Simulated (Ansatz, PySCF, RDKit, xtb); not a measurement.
**Which structure has the formula CH5InSi+?, part 1 of 2**

Given the formula CH5InSi+ (charge +1, odd number of electrons) and nothing else, which arrangement of the atoms is the most stable in the gas at 298.15 K, and what are its properties?

The funnel: GFN2-xTB relaxations, single points with a density functional, relaxations at PBE0-D3(BJ)/def2-SVP, harmonic vibrations, and a last energy at a higher level. All values are calculated.

6 further runs of the same task are left out: 6 set aside as unsound or not needed.

## 1. Drawing up candidates

All bonding patterns within simple valence rules are listed by program: one Lewis structure each, at most two rings and one unusual centre or charged pair. O–O, O–halogen and N–halogen bonds and N–N–N chains are not drawn. That gives 9 candidates.

```csv
label,SMILES,spin
c030,[SiH3][CH][InH+],doublet
c040,[CH2][SiH2][InH+],doublet
c098,[CH3][In][SiH2+],doublet
c162,[CH2][SiH+][InH2],doublet
c253,C[SiH+][InH],doublet
c719,[CH2][InH][SiH2+],doublet
c767,[CH2][In+][SiH3],doublet
c837,[SiH2+][CH2][InH],doublet
c974,[SiH2+][CH][InH2],doublet
```

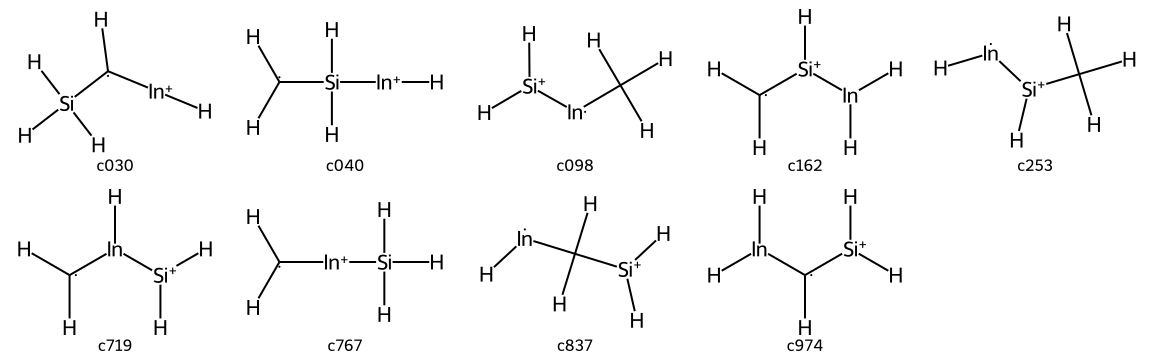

Structural formulas of the candidates.

Candidates are built by distance geometry, with a force field where one applies, in up to four conformers (letters a to d). 6 starts with atoms placed at random are added, to find patterns that the rules miss.

## 2. Search with GFN2-xTB

All 26 starts are relaxed the same way. One of them, c531 (atoms placed at random), in full:

Contents of start.xyz:

```xyz
8
c531
C     -1.845920    -0.566770     0.752400
In    -1.545130     1.589720    -0.134340
Si     1.404790    -0.385180    -0.295960
H      1.202650    -0.820640     1.344220
H     -0.930640     1.693130     1.434410
H     -1.446650    -0.488510    -0.085920
H     -0.272220    -0.874470     0.430080
H      1.213440     1.077210     0.178190
```

Run with:

```
xtb start.xyz --gfn 2 --opt --chrg 1 --uhf 1
```

What it wrote, shortened:

```text
* xtb version 6.7.1
[...]
          :  # basis functions                  29          :
[...]
          :  # electrons                        15          :
[...]
          :  Hamiltonian                  GFN2-xTB          :
[...]
          :  net charge                          1          :
          :  unpaired electrons                  1          :
[...]
   *** convergence criteria satisfied after 21 iterations ***
[...]
   *** GEOMETRY OPTIMIZATION CONVERGED AFTER 40 ITERATIONS ***
[...]
   *** convergence criteria satisfied after 3 iterations ***
[...]
         ::                     SUMMARY                     ::
         :::::::::::::::::::::::::::::::::::::::::::::::::::::
         :: total energy              -7.232758963231 Eh    ::
         :: gradient norm              0.000526471238 Eh/a0 ::
         :: HOMO-LUMO gap              2.319055278472 eV    ::
         ::.................................................::
         :: SCC energy                -7.311077019220 Eh    ::
         :: -> isotropic ES            0.097570118368 Eh    ::
         :: -> anisotropic ES         -0.007794143737 Eh    ::
         :: -> anisotropic XC          0.005726809555 Eh    ::
         :: -> dispersion             -0.004559239318 Eh    ::
         :: repulsion energy           0.078318055988 Eh    ::
         :: add. restraining           0.000000000000 Eh    ::
         :: total charge               1.000000000000 e     ::
         :::::::::::::::::::::::::::::::::::::::::::::::::::::
[...]
         8        1.0000           -0.4632773             -12.6064 (HOMO)
         9                         -0.3780536             -10.2874 (LUMO)
[...]
          | TOTAL ENERGY               -7.232758963231 Eh   |
          | GRADIENT NORM               0.000526471238 Eh/α |
          | HOMO-LUMO GAP               2.319055278472 eV   |
           -------------------------------------------------
[...]
```

Run time: 0.2 s. Hardware: 1 thread of Intel Xeon at 2.70GHz, shared host.

## 3. Distinct minima at GFN2-xTB

26 of the 26 relaxations converged; 7 ended on a minimum already found. 19 distinct structures remain:

```
label             start              SMILES after     spin  energy (kcal/mol)           note
c253b  drawn and random        [CH3][SiH2].[In] ‡  doublet                0.0  loosely bound
c837a             drawn        [CH3][SiH2].[In] ‡  doublet                8.7  loosely bound
c030a             drawn         [SiH3][CH2][In] ‡  doublet               19.9  bonds changed
 c330            random    [CH3][Si][In].[H][H] ‡  doublet               22.2     fell apart
 c370            random    [CH3][Si][In].[H][H] ‡  doublet               22.2     fell apart
c098a             drawn        [CH3][In].[SiH2] ‡  doublet               29.9  loosely bound
c098b             drawn        [CH3][In].[SiH2] ‡  doublet               30.2  loosely bound
c253a             drawn              C[SiH+][InH]  doublet               30.8               
c040b             drawn       [CH2][SiH2].[InH] ‡  doublet               40.2  loosely bound
 c555            random        [CH3][SiH].[InH] ‡  doublet               42.3     fell apart
 c483            random  [CH][SiH2].[H][H].[In] ‡  doublet               56.6     fell apart
c767b             drawn          [CH2][In+][SiH3]  doublet               67.0               
 c811            random        [SiH][CH2][InH2] ‡  doublet               88.2               
c162a             drawn         [CH2][SiH+][InH2]  doublet               92.2               
c030b             drawn          [SiH3][CH][InH+]  doublet               96.7               
c974b             drawn         [SiH2+][CH][InH2]  doublet              104.1               
c974a             drawn         [SiH2+][CH][InH2]  doublet              104.2               
c719b             drawn         [CH2][InH][SiH2+]  doublet              105.9               
c719c             drawn         [CH2][InH][SiH2+]  doublet              107.0
```

‡ marks the bonded skeleton alone, with all bonds drawn single: no Lewis structure was assigned that passes a check against the bond lengths.

GFN2-xTB has no spin polarisation, so it can't rank spin states and is rough for open shells.

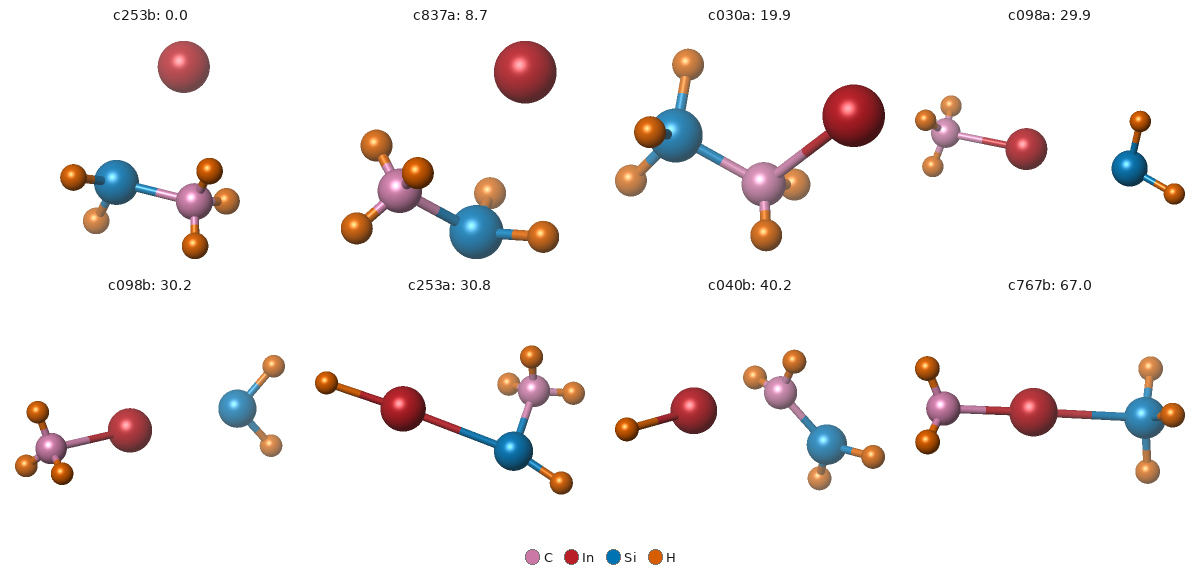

The 8 lowest minima that did not fall apart, with their GFN2-xTB energies in kcal/mol.

## 4. Second filter: single points

A choice of the minima (the low ones first, few conformers of a pattern, up to a cap) and the lowest that fell apart get a single point at r2SCAN-D4/def2-SVP on the tight-binding geometry, and one at HF/STO-3G for comparison. The first, c253b:

Contents of input.yaml:

```yaml
crystal:
  periodic: [false, false, false]
  atoms:
    - {symbol: C, position_ang: [-1.896433, 0.488746, -1.019175]}
    - {symbol: In, position_ang: [0.475525, 1.809232, -2.977669]}
    - {symbol: Si, position_ang: [-1.994166, 2.394600, -1.172052]}
    - {symbol: H, position_ang: [-2.690294, 0.118833, -0.373128]}
    - {symbol: H, position_ang: [-0.948434, 0.167138, -0.581563]}
    - {symbol: H, position_ang: [-2.015235, -0.002551, -1.988559]}
    - {symbol: H, position_ang: [-3.231201, 2.852017, -1.826272]}
    - {symbol: H, position_ang: [-1.719272, 3.080931, 0.101689]}
basis:
  gaussian:
    orbitals: def2-SVP
total_charge: 1
magnetization:
  spin_polarized: true
  initial_magnetization: 1
hamiltonian:
  xc: {name: r2SCAN}
  dispersion: d4
scf:
  lower_state_search: off
output:
  orbitals: {seedname: orbitals}
```

Run with:

```
ansatz run input.yaml --threads 1 --pin off --max-ram 2610MiB --events-out events.jsonl --progress --plain --runs-dir runs
```

What it wrote, shortened:

```text
Warning: RAYON_NUM_THREADS=1 ignored (pool sized by the plan → 1); use --threads N
Functional definition: r2SCAN
  name "r2SCAN"
[...]
960 factors; their error is unknown
[...]
mean field -14160.08752405 eV, -520.3736184569 hartree, gradient 5.6e-6 eV, S^2 0.758935; 0 other end points of the search recorded, 0 dependent functions left out
reference -14160.08753944 eV, -520.3736190223 hartree; 23, 22 occupied and 60, 61 virtual orbitals, 960 factors
Total energy: -14160.12516648 eV, -520.3750017905 hartree
Checks for a lower state left out: stability, starts, cluster_reference, orbital_swaps, neighbouring_geometries, increment
```

Wall time 3.9 s (1 thread of Intel Xeon at 2.70GHz, shared host).

Relative energies in kcal/mol, each column from its lowest structure that stays in one piece:

```csv
label,SMILES,spin,GFN2-xTB,HF/STO-3G,r2SCAN-D4/def2-SVP
c253b,[CH3][SiH2].[In] ‡,doublet,0.0,0.0,0.0
c837a,[CH3][SiH2].[In] ‡,doublet,8.7,14.0,6.6
c030a,[SiH3][CH2][In] ‡,doublet,19.9,0.9,14.0
c330,[CH3][Si][In].[H][H] ‡,doublet,22.2,42.5,41.8
c098a,[CH3][In].[SiH2] ‡,doublet,29.9,57.4,62.3
```

‡ marks the bonded skeleton alone, with all bonds drawn single: no Lewis structure was assigned that passes a check against the bond lengths.

## 5. Patterns that tight binding lost

Some ordinary bonding patterns rearranged or fell apart under GFN2-xTB. Their starts are relaxed at r2SCAN-D4/def2-SVP instead (label ending in r). The first, c040ar:

Contents of input.yaml:

```yaml
crystal:
  periodic: [false, false, false]
  atoms:
    - {symbol: C, position_ang: [-2.262220, -0.180953, -1.132791]}
    - {symbol: In, position_ang: [-0.093068, 2.854693, -0.701612]}
    - {symbol: Si, position_ang: [-1.997277, 1.447019, -1.947741]}
    - {symbol: H, position_ang: [-1.539048, -0.392263, -0.274589]}
    - {symbol: H, position_ang: [-3.313727, -0.213749, -0.803463]}
    - {symbol: H, position_ang: [-1.675094, 1.160827, -3.322686]}
    - {symbol: H, position_ang: [-3.196448, 2.327460, -1.834454]}
    - {symbol: H, position_ang: [0.339700, 4.282868, 0.363921]}
basis:
  gaussian:
    orbitals: def2-SVP
total_charge: 1
magnetization:
  spin_polarized: true
  initial_magnetization: 1
hamiltonian:
  xc: r2scan
  dispersion: d4
relax:
  f_tol: 0.01
output: {orbitals: {seedname: orbitals}}
```

Run with:

```
ansatz run input.yaml --threads 1 --pin off --max-ram 2610MiB --events-out events.jsonl --progress --plain --runs-dir runs
```

What it wrote, shortened:

```text
Warning: RAYON_NUM_THREADS=1 ignored (pool sized by the plan → 1); use --threads N
[...]
[... 2 set-up lines as earlier in the session ...]
[...]
960 factors; their error is unknown
[...]
mean field -14157.37228890 eV, -520.2738354056 hartree, gradient 5.5e-5 eV, S^2 0.756829; 0 other end points of the search recorded, 0 dependent functions left out
[...]
reference -14157.37230433 eV, -520.2738359724 hartree; 23, 22 occupied and 60, 61 virtual orbitals, 960 factors
[...]
Atom 3 at    -1.558015    -0.767073    -0.869122 Å, force     0.000332     0.000926     0.001260 eV/Å
Atom 4 at    -3.052415     0.031982    -0.114313 Å, force     0.002424     0.000433    -0.001876 eV/Å
Atom 5 at    -1.310400     1.205238    -3.269665 Å, force    -0.000559     0.000167     0.000787 eV/Å
Atom 6 at    -3.331300     2.282216    -2.255006 Å, force     0.000636    -0.000407     0.000417 eV/Å
Atom 7 at     0.447797     3.932201     0.430664 Å, force    -0.001699    -0.001736    -0.001704 eV/Å
Dipole moment:    -0.047471    -0.087552    -0.001772 e Å
```

It took 85 s on 1 thread of Intel Xeon at 2.70GHz, shared host.

Energies at r2SCAN-D4/def2-SVP after that relaxation, from the lowest structure of the screen (which was not relaxed at this level):

| label | SMILES | spin | energy (kcal/mol) |
| --- | --- | --- | --- |
| c040ar | [CH2][SiH2][InH+] | doublet | 40.4 |
| c098ar | [CH3][SiH2][In] ‡ | doublet | -5.1 |
| c837ar | [SiH2+][CH2][InH] | doublet | 42.3 |

‡ marks the bonded skeleton alone, with all bonds drawn single: no Lewis structure was assigned that passes a check against the bond lengths.

## 6. Refinement at PBE0-D3(BJ)/def2-SVP

4 candidates are relaxed at PBE0-D3(BJ)/def2-SVP (chosen among the lowest in one piece). The first, c098ar:

Contents of input.yaml:

```yaml
crystal:
  periodic: [false, false, false]
  atoms:
    - {symbol: C, position_ang: [-1.994966, 0.617388, -0.481216]}
    - {symbol: In, position_ang: [-1.840501, 1.859252, -4.295116]}
    - {symbol: Si, position_ang: [-1.448259, 2.149133, -1.378684]}
    - {symbol: H, position_ang: [-3.067406, 0.413722, -0.617976]}
    - {symbol: H, position_ang: [-1.824146, 0.785310, 0.598170]}
    - {symbol: H, position_ang: [-1.412105, -0.268707, -0.773587]}
    - {symbol: H, position_ang: [-2.277557, 3.372908, -1.200762]}
    - {symbol: H, position_ang: [0.013648, 2.429312, -1.415460]}
basis:
  gaussian:
    orbitals: def2-SVP
total_charge: 1
magnetization:
  spin_polarized: true
  initial_magnetization: 1
hamiltonian:
  xc: {name: PBE0}
  dispersion: d3bj
relax:
  f_tol: 0.003
```

Run with:

```
ansatz run input.yaml --threads 1 --pin off --max-ram 2610MiB --events-out events.jsonl --progress --plain --runs-dir runs
```

What it wrote, shortened:

```text
Warning: RAYON_NUM_THREADS=1 ignored (pool sized by the plan → 1); use --threads N
[...]
Functional definition: PBE0
  name "PBE0"
[...]
980 factors; integrals over basis functions are off by at most 3.9e-4 eV
[...]
mean field -14155.22958130 eV, -520.1950923535 hartree, gradient 5.4e-5 eV, S^2 0.756834; 0 other end points of the search recorded, 0 dependent functions left out
[...]
Atom 3 at    -3.066172     0.419987    -0.632617 Å, force    -0.000439    -0.000533     0.000159 eV/Å
Atom 4 at    -1.827105     0.780293     0.592876 Å, force     0.000251     0.000635    -0.000059 eV/Å
Atom 5 at    -1.410453    -0.262136    -0.787946 Å, force    -0.000006    -0.000744     0.000143 eV/Å
Atom 6 at    -2.274744     3.378955    -1.191811 Å, force    -0.000360     0.000124    -0.000701 eV/Å
Atom 7 at     0.017547     2.434793    -1.406599 Å, force     0.000217    -0.000167    -0.000747 eV/Å
Dipole moment:    -0.016421    -0.055292     0.067756 e Å
```

Run time: 24 s. Hardware: 1 thread of Intel Xeon at 2.70GHz, shared host.

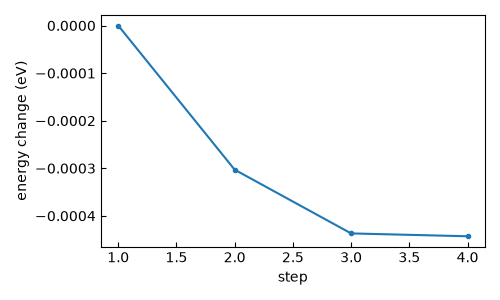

Energy along the run, all evaluated steps.

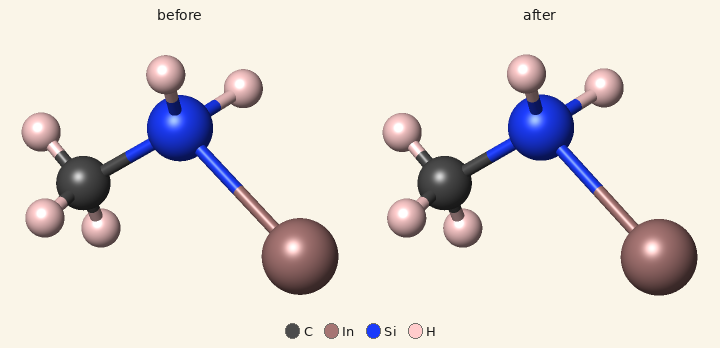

Before and after, at one scale.

After the run. Bond lengths: C1–Si3 1.858 Å, In2–Si3 2.945 Å, C1–H4 1.100 Å, C1–H5 1.105 Å, C1–H6 1.100 Å, Si3–H7 1.489 Å, Si3–H8 1.489 Å. Some angles: C1–Si3–In2 109.8°, C1–Si3–H7 117.1°, C1–Si3–H8 117.1°, In2–Si3–H7 97.8°, In2–Si3–H8 97.8°, Si3–C1–H4 112.0°, Si3–C1–H5 107.6°, Si3–C1–H6 112.0°, H7–Si3–H8 113.3°, H4–C1–H5 107.7°.

## 7. After refinement

| label | spin | r2SCAN-D4/def2-SVP (kcal/mol) | PBE0-D3(BJ)/def2-SVP, relaxed (kcal/mol) | time | note |
| --- | --- | --- | --- | --- | --- |
| c098ar | doublet | -5.1 | 0.0 | 24 s |  |
| c253b | doublet | 0.0 | 0.0 | 66 s | same minimum as c098ar |
| c837a | doublet | 6.6 | 0.0 | 72 s | same minimum as c098ar |
| c030a | doublet | 14.0 | 19.5 | 33 s |  |

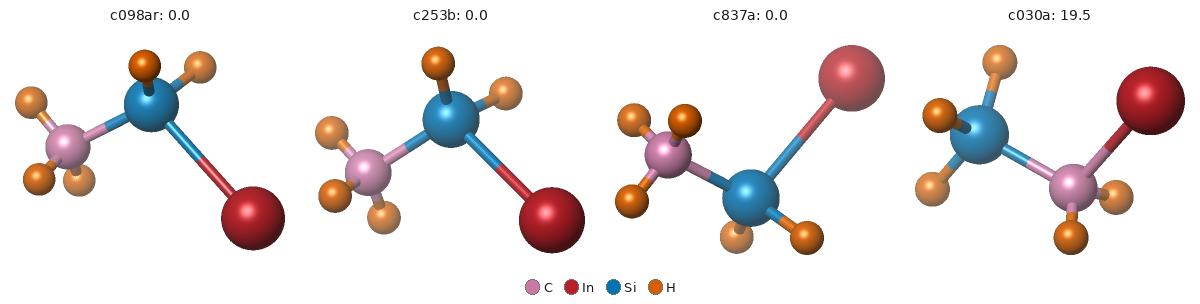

The relaxed structures, with energies at PBE0-D3(BJ)/def2-SVP in kcal/mol.

## 8. Harmonic analysis of the finalists

The lowest few in one piece go on as finalists. Harmonic vibrations at PBE0-D3(BJ)/def2-SVP test each finalist and give the zero-point energy and the thermal terms. The first, c098ar:

Contents of input.yaml:

```yaml
crystal:
  periodic: [false, false, false]
  atoms:
    - {symbol: C, position_ang: [-1.994624, 0.619643, -0.487258]}
    - {symbol: In, position_ang: [-1.850539, 1.831067, -4.275095]}
    - {symbol: Si, position_ang: [-1.445203, 2.155717, -1.376183]}
    - {symbol: H, position_ang: [-3.066172, 0.419987, -0.632617]}
    - {symbol: H, position_ang: [-1.827105, 0.780293, 0.592876]}
    - {symbol: H, position_ang: [-1.410453, -0.262136, -0.787946]}
    - {symbol: H, position_ang: [-2.274744, 3.378955, -1.191811]}
    - {symbol: H, position_ang: [0.017547, 2.434793, -1.406599]}
basis:
  gaussian:
    orbitals: def2-SVP
total_charge: 1
magnetization:
  spin_polarized: true
  initial_magnetization: 1
hamiltonian:
  xc: pbe0
  dispersion: d3bj
scf:
  lower_state_search: off
phonons: {}
```

Run with:

```
ansatz run input.yaml --threads 1 --pin off --max-ram 2610MiB --events-out events.jsonl --progress --plain --runs-dir runs
```

What it wrote, shortened:

```text
Warning: RAYON_NUM_THREADS=1 ignored (pool sized by the plan → 1); use --threads N
[... 2 set-up lines as earlier in the session ...]
[...]
980 factors; integrals over basis functions are off by at most 3.8e-4 eV
[...]
mean field -14155.22949586 eV, -520.1950892136 hartree, gradient 8.5e-6 eV, S^2 0.756851; 0 other end points of the search recorded, 0 dependent functions left out
[...]
Atom 6 at    -2.274744     3.378955    -1.191811 Å, force    -0.000361     0.000124    -0.000701 eV/Å
Atom 7 at     0.017547     2.434793    -1.406599 Å, force     0.000211    -0.000169    -0.000748 eV/Å
Dipole moment:    -0.016422    -0.055292     0.067756 e Å
Vibrations: 77.61 136.34 142.22 293.11 513.72 568.49 721.24 810.03 877.38 915.40 1264.89 1408.30 1412.91 2246.72 2274.41 3053.29 3155.58 3192.06 cm⁻¹, zero-point energy 1.429767 eV
Checks for a lower state left out: stability, starts, cluster_reference, orbital_swaps, neighbouring_geometries, increment
```

It took 2.9 min on 1 thread of Intel Xeon at 2.70GHz, shared host.

## 9. Zero-point energy and free-energy terms

At 298.15 K and 1 atm, ideal gas, rigid rotor and harmonic oscillator:

```
 label             SMILES     spin  point group  lowest mode (cm⁻¹)  zero-point (kcal/mol)  G − E (kcal/mol)
c098ar  [CH3][SiH2][In] ‡  doublet           Cs                  78                   33.0              12.8
 c030a  [SiH3][CH2][In] ‡  doublet           Cs                  78                   30.8              10.7
```

‡ marks the bonded skeleton alone, with all bonds drawn single: no Lewis structure was assigned that passes a check against the bond lengths.

## 10. The final energy

Each finalist gets a single point at CCSD(T)/def2-SVP + MP2/def2-TZVPP - MP2/def2-SVP.

c098ar, CCSD(T)/def2-SVP:

input.yaml, as its differences from that of step 8:

```diff
@@ -14,2 +14,4 @@
     orbitals: def2-SVP
+scf:
+  omitted_lower_state_checks: [cluster_reference]
 total_charge: 1
@@ -18,7 +20,4 @@
   initial_magnetization: 1
-hamiltonian:
-  xc: pbe0
-  dispersion: d3bj
-scf:
-  lower_state_search: off
-phonons: {}
+correlation:
+  method: ccsd_t
+  frozen_orbitals: {C: 1, H: 0, In: 4, Si: 5}
```

Run with:

```
ansatz run input.yaml --threads 1 --pin off --max-ram 2610MiB --events-out events.jsonl --progress --plain --runs-dir runs
```

What it wrote, shortened:

```text
Warning: RAYON_NUM_THREADS=1 ignored (pool sized by the plan → 1); use --threads N
Functional definition: HF
  name "HF"
[...]
913 factors; integrals over basis functions are off by at most 1.2e-3 eV
[...]
mean field -14111.46679635 eV, -518.5868396700 hartree, gradient 1.8e-6 eV, S^2 0.786616; 2 other end points of the search recorded, 0 dependent functions left out
10 core orbitals not correlated: weight in the atoms' cores, before any rotation towards them, 1.000 or more for the frozen orbitals, at most 0.000 for the correlated occupied ones
reference -14111.46679635 eV, -518.5868396700 hartree; 13, 12 occupied and 60, 61 virtual orbitals, 913 factors
second order -7.80758204 eV of doubles, -0.00000000 eV of singles
cycle   1  -8.72087519 eV  change   -9.1e-1 eV  update   8.4e-2
[...]
cycle  10  -9.15044357 eV  change    1.4e-5 eV  update   1.9e-5
perturbative correction -0.26366344 eV, -0.0096894527 hartree
Total energy: -14120.88090336 eV, -518.9328017217 hartree
Checks for a lower state left out: cluster_reference
```

It took 20 s on 1 thread of Intel Xeon at 2.70GHz, shared host; peak memory 0.52 GiB.

## 11. c098ar at MP2/def2-TZVPP

input.yaml, as its differences from that of step 10:

```diff
@@ -13,5 +13,3 @@
   gaussian:
-    orbitals: def2-SVP
-scf:
-  omitted_lower_state_checks: [cluster_reference]
+    orbitals: def2-TZVPP
 total_charge: 1
@@ -21,3 +19,3 @@
 correlation:
-  method: ccsd_t
+  method: mp2
   frozen_orbitals: {C: 1, H: 0, In: 4, Si: 5}
```

Run with:

```
ansatz run input.yaml --threads 1 --pin off --max-ram 2610MiB --events-out events.jsonl --progress --plain --runs-dir runs
```

What it wrote, shortened:

```text
Warning: RAYON_NUM_THREADS=1 ignored (pool sized by the plan → 1); use --threads N
[... 2 set-up lines as earlier in the session ...]
[...]
1291 factors; integrals over basis functions are off by at most 1.2e-3 eV
[...]
mean field -14115.61438651 eV, -518.7392607973 hartree, gradient 2.6e-6 eV, S^2 0.789608; 2 other end points of the search recorded, 0 dependent functions left out
10 core orbitals not correlated: weight in the atoms' cores, before any rotation towards them, 1.000 or more for the frozen orbitals, at most 0.000 for the correlated occupied ones
reference -14115.61438651 eV, -518.7392607973 hartree; 13, 12 occupied and 170, 171 virtual orbitals, 1291 factors
second order -14.67995485 eV of doubles, -0.00000000 eV of singles
Total energy: -14130.29434137 eV, -519.2787391878 hartree
```

Wall time 17 s (1 thread of Intel Xeon at 2.70GHz, shared host).

(Continued in part 2 of 2.)
